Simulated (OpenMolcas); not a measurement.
# One shape, several levels: triplet BGeH3Cl2

Wanted: a comparison of 6 runs (UBLYP/cc-pVDZ, UM06-2X/cc-pVDZ, UPBE/cc-pVDZ, USVWN5/cc-pVDZ, UB3LYP/6-31G*, ROMP2/cc-pVDZ) of triplet BGeH3Cl2. 

Program for the calculation: OpenMolcas 26.06.

### 1 The structure to begin with

BGeH3Cl2: 7 atoms, total charge 0, spin state triplet. As SMILES of the parent species, `Cl[B](Cl)[GeH3]`. Geometry: relaxed at PBE0-D4/def2-TZVP. That shape belongs to the parent species and isn't relaxed for this state.

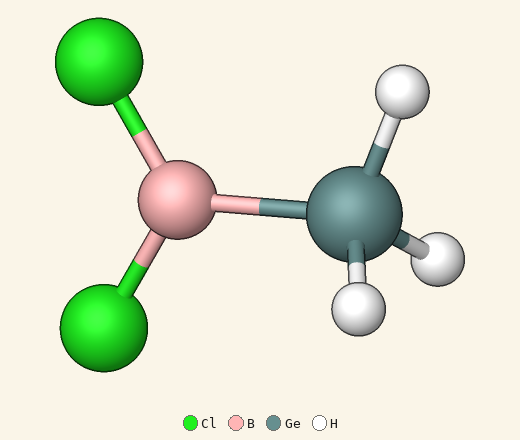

Viewed from a chosen angle; chlorine green, boron pink, germanium teal, hydrogen white.

### 2 The energy at UBLYP/cc-pVDZ (run 1)

Contents of mol.input:

```
* BCl2GeH3 Kohn-Sham DFT
&GATEWAY
BasLib=$CurrDir
Coord
7
angstrom
Cl       1.749500      -1.428200       1.208700
B        0.206400      -1.021900       0.511500
Cl      -1.082400      -2.191800       0.604700
Ge      -0.123100       0.798500      -0.412200
H       -0.556200       0.560600      -1.868300
H       -1.266100       1.534300       0.306700
H        1.133300       1.680500      -0.396700
Basis=cc-pVDZ
Group=NoSym
&SEWARD
GridInput
Grid=UltraFine
End of Grid
&SCF
UHF
Spin=3
KSDFT=BLYP
Thresholds=1e-10 1e-07 1e-07 1e-05
PrOrbitals=1
```

The basis set cc-pVDZ is read from a file made from the Basis Set Exchange's data (not shown).

Run with:

```bash
$ export MOLCAS_MEM=1860
$ pymolcas mol.input > mol.log
```

Standard output:

```text
--- Start Module: gateway ---
[...]
--- Stop Module: gateway /rc=_RC_ALL_IS_WELL_ ---
--- Start Module: seward ---
[...]
      Basis functions           92
--- Stop Module: seward /rc=_RC_ALL_IS_WELL_ ---
[...]
--- Start Module: scf ---
[...]
       Convergence after  24 Iterations
[...]
::    Total KS-DFT energy                           -3023.9726415809
[...]
      Total spin, S                                     1.0010918311
[...]
      Total electronic charge=   74.000000
      Total            charge=   -0.000000
[...]
      Dipole Moment (debye):
      Origin of the operator (angstrom)=    0.1001   -0.4751    0.2318
                   X= -1.4071E-01               Y=  1.2415E+00               Z= -6.0197E-01           Total=  1.3869E+00
      Quadrupole Moment (debye*angstrom):
[...]
--- Stop Module: scf /rc=_RC_ALL_IS_WELL_ ---
[...]
```

It took 77 s on 1 thread of AMD EPYC 7R43 (Zen 3), shared host; peak memory 0.5 GiB.

### 3 A single-point energy at UM06-2X/cc-pVDZ (run 2)

Contents of geom.xyz:

```xyz
7

Cl     1.749500    -1.428200     1.208700
B      0.206400    -1.021900     0.511500
Cl    -1.082400    -2.191800     0.604700
Ge    -0.123100     0.798500    -0.412200
H     -0.556200     0.560600    -1.868300
H     -1.266100     1.534300     0.306700
H      1.133300     1.680500    -0.396700
```

Contents of run.inp:

```
&GATEWAY
 BASLIB
 $CurrDir
 COORD
 geom.xyz
 BASIS
 cc-pVDZ
 GROUP
 NoSym

&SEWARD
 GRIDINPUT
 Grid=UltraFine
 End of Grid

&SCF
 UHF
 SPIN
 3
 KSDFT
 M062X
 THRESHOLDS
 1e-10 1e-07 1e-07 1e-05
 PRORBITALS
 0
```

The basis set cc-pVDZ is read from a file made from the Basis Set Exchange's data (not shown).

Run with:

```bash
$ export MOLCAS_MEM=1860
$ pymolcas run.inp > run.log
```

Standard output:

```text
--- Start Module: gateway ---
[...]
--- Stop Module: gateway /rc=_RC_ALL_IS_WELL_ ---
--- Start Module: seward ---
[...]
      Basis functions           92
--- Stop Module: seward /rc=_RC_ALL_IS_WELL_ ---
[...]
--- Start Module: scf ---
[...]
       Convergence after  23 Iterations
[...]
::    Total KS-DFT energy                           -3023.8990705166
[...]
      Total spin, S                                     1.0018214714
[...]
      Total electronic charge=   74.000000
      Total            charge=   -0.000000
[...]
      Dipole Moment (debye):
      Origin of the operator (angstrom)=    0.1001   -0.4751    0.2318
                   X= -2.5469E-01               Y=  1.9377E+00               Z= -9.5195E-01           Total=  2.1739E+00
      Quadrupole Moment (debye*angstrom):
[...]
--- Stop Module: scf /rc=_RC_ALL_IS_WELL_ ---
[...]
```

It took 2.1 min on 1 thread of AMD EPYC 7R43 (Zen 3), shared host; peak memory 0.5 GiB.

Runs 3 to 5 aren't shown in full; the table further down has their settings and results.

### 4 The energy at ROMP2/cc-pVDZ (run 6)

Contents of mol.inp:

```
* BCl2GeH3 ROMP2
&gateway
baslib
$CurrDir
coord
7
bohr
Cl     3.30607586    -2.69890685     2.28411197
B      0.39003947    -1.93111113     0.96659491
Cl    -2.04543956    -4.14190172     1.14271739
Ge    -0.23262529     1.50894631    -0.77894511
H     -1.05106567     1.05938047    -3.53057532
H     -2.39258225     2.89940679     0.57957900
H      2.14162662     3.17568475    -0.74965435
basis
cc-pVDZ
group
NoSym
&seward
&scf
uhf
spin
3
thresholds
1e-10 1e-07 1e-07 1e-05
prorbitals
1 1
&rasscf
fileorb
$Project.UnaOrb
spin
3
nactel
2 0 0
inactive
36
ras2
2
outorbitals
Canonical
orblisting
Few
&caspt2
ipea
0.0
frozen
20
```

The basis set cc-pVDZ is read from a file made from the Basis Set Exchange's data (not shown).

Run with:

```bash
$ export MOLCAS_MEM=1860
$ pymolcas mol.inp > mol.log
```

Standard output:

```text
--- Start Module: gateway ---
[...]
--- Stop Module: gateway /rc=_RC_ALL_IS_WELL_ ---
[...]
      Basis functions           92
[...]
       Convergence after  22 Iterations
[...]
::    Total SCF energy                              -3020.6885253579
[...]
      Total spin, S                                     1.0050302641
[...]
--- Start Module: rasscf ---
[...]
      Number of active orbitals                  2
[...]
      Spin quantum number                      1.0
[...]
      Active orbitals                            2
[...]
      Number of CSFs                             1
[...]
      Number of root(s) required                 1
[...]
      Convergence after 11 iterations
[...]
      printout of CI-coefficients larger than  0.05 for root  1
      energy=   -3020.683848
      conf/sym  11     Coeff  Weight
             1  uu   1.00000 1.00000
      Natural orbitals and occupation numbers for root  1
      sym 1:   1.000000   1.000000
      ************************************************************************************************************************
      *                                                    Final results                                                     *
[...]
::    RASSCF root number  1 Total energy:  -3020.68384832
[...]
      Total electronic charge=   74.000000
      Total            charge=   -0.000000
[...]
      Dipole Moment (debye):
      Origin of the operator (angstrom)=    0.1001   -0.4751    0.2318
                   X= -4.4823E-01               Y=  3.0884E+00               Z= -1.5322E+00           Total=  3.4766E+00
      Quadrupole Moment (debye*angstrom):
[...]
--- Stop Module: rasscf /rc=_RC_ALL_IS_WELL_ ---
[...]
--- Start Module: caspt2 ---
[...]
 ###    WARNING: User changed nr of frozen orbitals.                         ###
 ###############################################################################
[...]
      E2 (Variational):          -0.4770785168
      Total energy:           -3021.1609268416
[...]
      Reference weight:           0.82982
[...]
::    CASPT2 Root  1     Total energy:  -3021.16092684
[...]
--- Stop Module: caspt2 /rc=_RC_ALL_IS_WELL_ ---
[...]
```

Wall time 33 s (1 thread of AMD EPYC 7R43 (Zen 3), shared host); peak memory 0.5 GiB.

### 5 The series

```tsv
run	level	Cartesian functions	integration grid	energy (Eh)	dipole moment (D)	HOMO energy (eV)	⟨S²⟩	wall time
1	UBLYP/cc-pVDZ	no	UltraFine	-3023.972642	1.39	-2.80	2.003	77 s
2	UM06-2X/cc-pVDZ	no	UltraFine	-3023.899071	2.17	-5.11	2.005	2.1 min
3	UPBE/cc-pVDZ	no	UltraFine	-3023.216713	1.53	-3.06	2.004	80 s
4	USVWN5/cc-pVDZ	no	UltraFine	-3017.534499	1.52	-3.03	2.003	55 s
5	UB3LYP/6-31G* (Cartesian functions)	yes	UltraFine	-3023.731714	2.13	-3.92	2.004	83 s
6	ROMP2/cc-pVDZ	no	–	-3021.160927	–	–	–	33 s
```

### 6 Results

| quantity | value |
| --- | --- |
| run 6: total energy | -3021.16093 Eh |

In words: Over runs 1, 2, 3, 4, 5 the dipole moment (its size) runs from 1.39 D (UBLYP/cc-pVDZ) to 2.17 D (UM06-2X/cc-pVDZ). Totals of different functionals can't be ranked against each other. All runs together took 7.6 min, the longest 2.1 min.
